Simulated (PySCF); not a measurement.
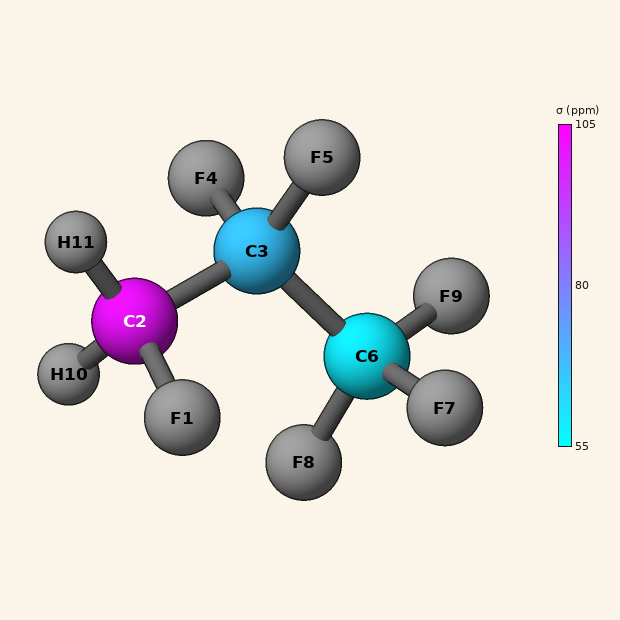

Atoms are coloured by their isotropic NMR shieldings (C only, the others grey). The computed structure is the end point of a GFN2-xTB optimisation. No frequency run is at hand to confirm it as a minimum. Properties computed with GIAO PBE0/pcSseg-1 NMR shielding, non-relativistic, gas phase (PySCF 2.14.0).

List the isotropic NMR shieldings of the C atoms.

```csv
atom,σ (ppm)
C2,101.5
C3,66.3
C6,58.6
```
